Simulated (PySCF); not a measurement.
**C6H16BPSi: NMR shielding calculation**

C6H16BPSi, SMILES C=CCP(C[SiH3])B(C)C, computed with GIAO PBE0/pcSseg-1 NMR shielding, non-relativistic, gas phase (PySCF 2.14.0).

The geometry comes from this level: GFN2-xTB. Figures and captions count atoms from 1; the log counts them from 0 in places.

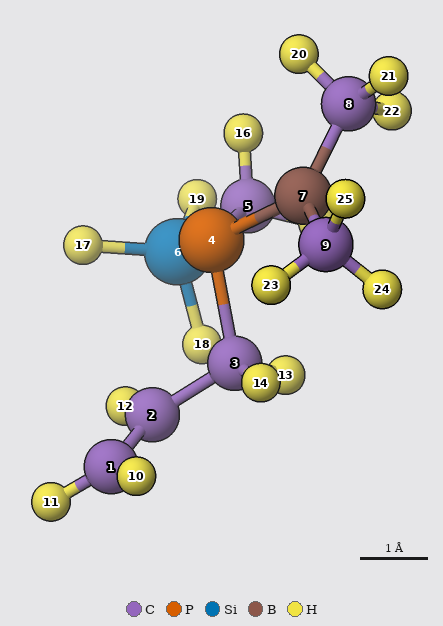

Fig. 1: The input geometry (ball-and-stick view, seen at a tilt; atoms are numbered from 1 in the order of the input). Bond lengths as drawn: B–C 1.58 Å, B–P 1.89 Å, C–C 1.32 to 1.49 Å, C–H 1.08 to 1.09 Å, C–P 1.87 to 1.88 Å, C–Si 1.90 Å and H–Si 1.46 to 1.47 Å.

Key numbers

```csv
quantity,value
outcome,converged
total energy,−893.301478 hartree
HOMO,−6.44 eV
LUMO,−0.99 eV
dipole moment,1.52 D
"isotropic shielding, C",39.2 to 183.2 ppm
"isotropic shielding, P",364.0 ppm
"isotropic shielding, Si",419.2 ppm
"isotropic shielding, B",4.5 ppm
"isotropic shielding, H",25.4 to 30.9 ppm
hardware,"1 CPU thread, shared host"
wall time,73 s
peak memory,1.2 GiB
```

Input
```
{"job": {"kind": "nmr", "xc": "PBE0", "basis": "pcSseg-1"}, "charge": 0, "multiplicity": 1}
C      3.382329    -0.533192     1.237166
C      2.314250    -0.975476     0.597906
C      1.361675    -0.103266    -0.141459
P     -0.307077    -0.030420     0.729981
C     -1.286891    -1.283122    -0.245130
Si    -0.695747    -3.083622    -0.066477
B     -1.017685     1.617924     0.142656
C     -2.560378     1.724957    -0.177859
C     -0.109079     2.909241     0.142474
H      3.646067     0.512323     1.245108
H      4.038445    -1.193330     1.778466
H      2.069946    -2.029656     0.612670
H      1.191306    -0.482837    -1.152931
H      1.756653     0.911824    -0.199393
H     -1.311341    -0.985937    -1.296249
H     -2.306940    -1.209977     0.136537
H     -0.391135    -3.374050     1.332952
H      0.481618    -3.319001    -0.908820
H     -1.773814    -3.956092    -0.545007
H     -3.157481     1.233875     0.591006
H     -2.921645     2.746796    -0.274087
H     -2.797962     1.209558    -1.109967
H      0.738638     2.836068     0.822542
H      0.304141     3.066307    -0.855698
H     -0.658829     3.815248     0.391441
```

The first line tells a small driver script what to run in PySCF; the rest is the geometry in Å.

Launch command:
```bash
OMP_NUM_THREADS=1 python <driver script> task.json out
```

Log
```
coarse grid: 20776 points
cycle   1  E = -893.1667441374  dE =  5.868e-01  |g| = 5.525e-01  |ddm| = 4.373e+00
cycle   2  E = -893.1569659952  dE =  9.778e-03  |g| = 5.871e-01  |ddm| = 1.013e+00
cycle   3  E = -893.2482037613  dE = -9.124e-02  |g| = 4.405e-02  |ddm| = 5.437e-01
cycle   4  E = -893.2485507479  dE = -3.470e-04  |g| = 3.033e-02  |ddm| = 1.004e-01
cycle   5  E = -893.2488039570  dE = -2.532e-04  |g| = 6.119e-03  |ddm| = 3.935e-02
cycle   6  E = -893.2488114548  dE = -7.498e-06  |g| = 3.130e-03  |ddm| = 8.471e-03
final grid: 188264 points
cycle   7  E = -893.3014374357  dE = -5.138e-05  |g| = 1.236e-02  |ddm| = 4.172e-02
cycle   8  E = -893.3014051518  dE =  3.228e-05  |g| = 1.669e-02  |ddm| = 2.468e-02
cycle   9  E = -893.3014761762  dE = -7.102e-05  |g| = 2.330e-03  |ddm| = 1.495e-02
cycle  10  E = -893.3014775804  dE = -1.404e-06  |g| = 2.635e-04  |ddm| = 2.112e-03
cycle  11  E = -893.3014775957  dE = -1.533e-08  |g| = 1.232e-04  |ddm| = 5.045e-04
cycle  12  E = -893.3014776000  dE = -4.305e-09  |g| = 2.379e-05  |ddm| = 1.998e-04
cycle  13  E = -893.3014776001  dE = -1.471e-10  |g| = 6.616e-06  |ddm| = 3.369e-05
```

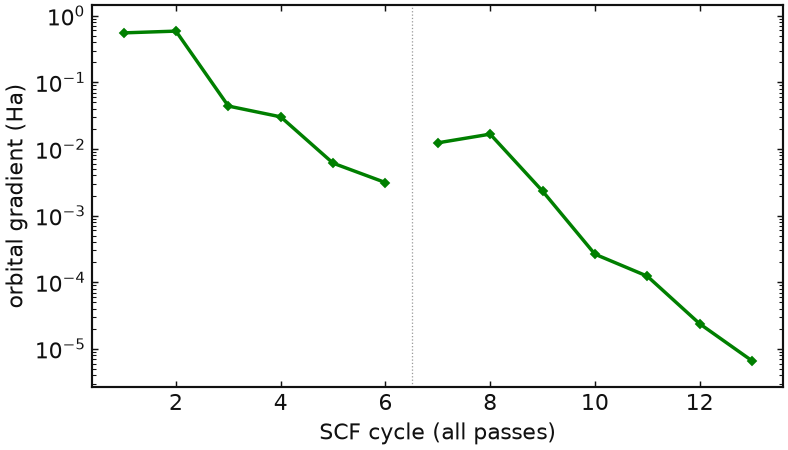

Fig. 2: Convergence of the self-consistent field: orbital gradient against the SCF cycle. The dotted line marks the change from a coarse to the final integration grid. The first 6 cycles use a coarse grid, the final grid takes over at cycle 7, and the field converges after 13 cycles in all.

```
converged SCF energy = -893.3014776001

GIAO shielding tensors (ppm)
atom      isotropic    diamagn.    paramagn.     s11        s22        s33       span
  0 C       67.334     252.819    -185.485    -41.256     86.967    156.291    197.547
  1 C       39.165     258.454    -219.289    -87.317     46.567    158.244    245.562
  2 C      150.175     256.050    -105.875    142.058    150.655    157.812     15.754
  3 P      363.954     972.351    -608.397    313.928    360.988    416.947    103.018
  4 C      183.173     260.226     -77.054    167.064    190.776    191.678     24.614
  5 Si     419.249     880.219    -460.970    387.855    407.339    462.553     74.697
  6 B        4.493     194.148    -189.655    -70.185    -36.416    120.081    190.266
  7 C      171.698     253.984     -82.286    152.168    178.244    184.681     32.513
  8 C      170.810     254.546     -83.736    152.760    173.477    186.193     33.433
  9 H       26.367      32.056      -5.689     23.117     25.148     30.836      7.719
 10 H       26.475      28.093      -1.617     23.635     25.027     30.764      7.130
 11 H       25.427      32.750      -7.322     22.314     23.505     30.463      8.150
 12 H       29.407      35.644      -6.237     26.348     28.693     33.181      6.833
 13 H       28.847      37.145      -8.297     23.511     29.949     33.082      9.571
 14 H       30.632      35.665      -5.034     25.321     29.894     36.680     11.359
 15 H       30.730      34.398      -3.668     24.206     29.907     38.076     13.870
 16 H       27.716      29.649      -1.933     24.546     26.126     32.477      7.931
 17 H       27.670      30.031      -2.361     24.164     26.720     32.127      7.963
 18 H       27.447      28.612      -1.165     23.419     25.203     33.719     10.300
 19 H       30.437      32.029      -1.592     25.580     30.742     34.989      9.410
 20 H       30.474      30.258       0.215     26.196     29.107     36.118      9.921
 21 H       30.753      32.496      -1.743     25.883     31.370     35.006      9.123
 22 H       30.208      33.896      -3.688     25.295     31.281     34.047      8.752
 23 H       30.857      32.258      -1.401     26.893     29.901     35.777      8.884
 24 H       30.423      30.338       0.085     26.059     28.944     36.267     10.208
```

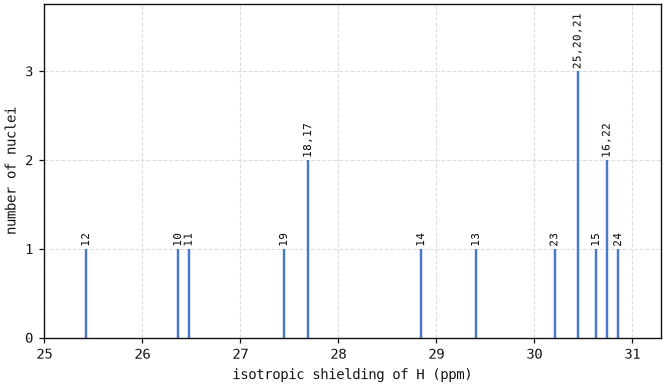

Fig. 3: Isotropic shieldings of the hydrogen nuclei in this fixed geometry, labelled by atom number; shielding grows to the right, so chemical shift grows to the left. The least shielded is H12 (25.4 ppm), the most shielded H24 (30.9 ppm).

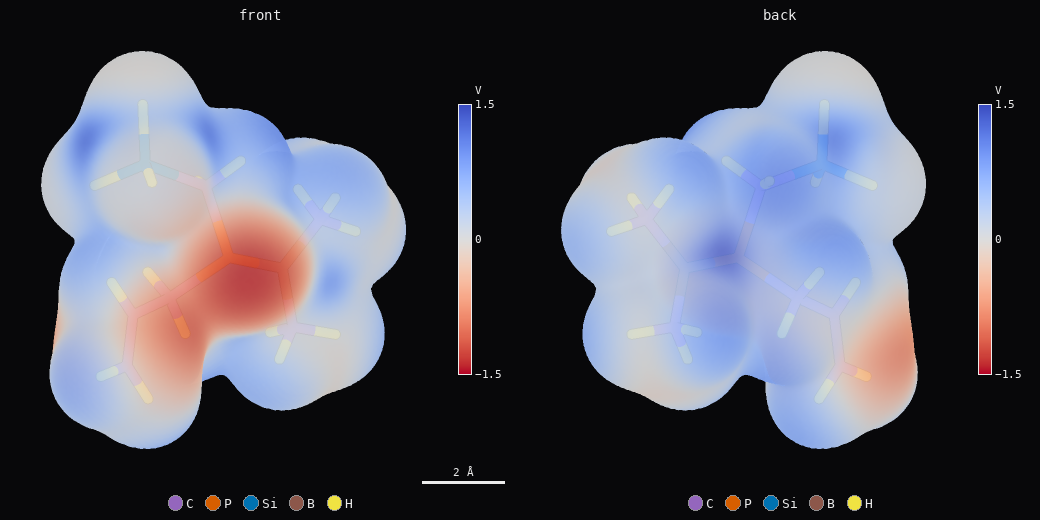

Fig. 4: The electrostatic potential painted on the density surface at 0.002 e/bohr³, seen at a tilt and from behind; the colour scale runs from red (negative) to blue (positive). A positive charge is drawn to the negative regions and a negative charge to the positive ones. Its dipole moment is 1.52 D.

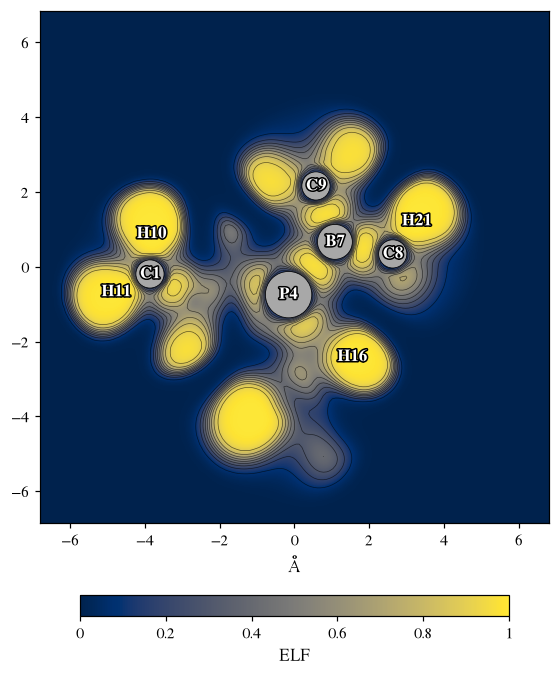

Fig. 5: ELF on the plane of atoms C8, B7 and C9. Grey discs, where drawn, cover atomic cores. The section cuts through C, P, B and H sites. C–B (1.58 Å): the ELF peaks at about 1 between the atoms (localised, shared-pair bonding).
